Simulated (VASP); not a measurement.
Band structure of AlN (wurtzite). These are PBEsol GGA, VASP's PBE PAW potentials (set 64) (plane waves; VASP 6.6.1) values and carry that method's errors.

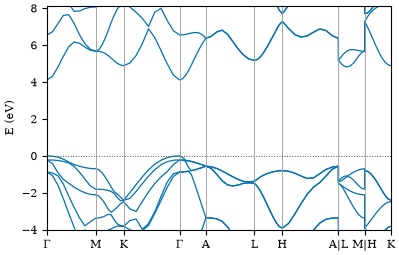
*Bands along high-symmetry lines, zero at the valence-band maximum or, without a gap, the Fermi level*

Q: Read the plot: is there a gap, and where are the band edges?

A: The gap is direct, 4.11 eV, from the valence maximum at Γ to the conduction minimum at Γ. (Edges off the drawn lines would not show.)

Measured: gap 6.51 eV (computed value off by -2.40 eV), as given by Martin Feneberg et al., Physical Review B (2010), doi:10.1103/physrevb.82.075208 [zero-point renormalisation of 0.417 eV (from the measured temperature dependence, row gaps:miglio2020:AlN_wz:gap_zpr, arXiv:2011.12765) added back].

The compound is AlN in the wurtzite structure. It was relaxed first.
